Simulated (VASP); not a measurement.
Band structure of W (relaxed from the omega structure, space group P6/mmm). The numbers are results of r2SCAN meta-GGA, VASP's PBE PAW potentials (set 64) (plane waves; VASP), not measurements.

Unless said otherwise, spin-orbit coupling is left out, though it shifts the bands of the heavy elements here.

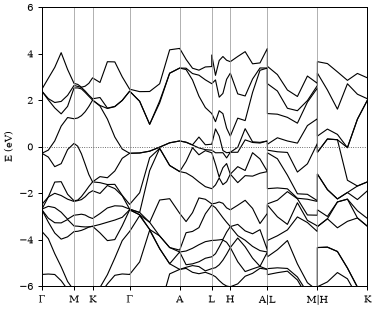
Figure: Bands along high-symmetry lines, zero at the valence-band maximum or, without a gap, the Fermi level

Problem. Read the plot: is there a gap, and where are the band edges?

Solution. It has no gap at this level: it comes out as a metal or semimetal.

The structure was generated: W was put into the omega type (P6/mmm), which need not be its known phase. It was relaxed first.
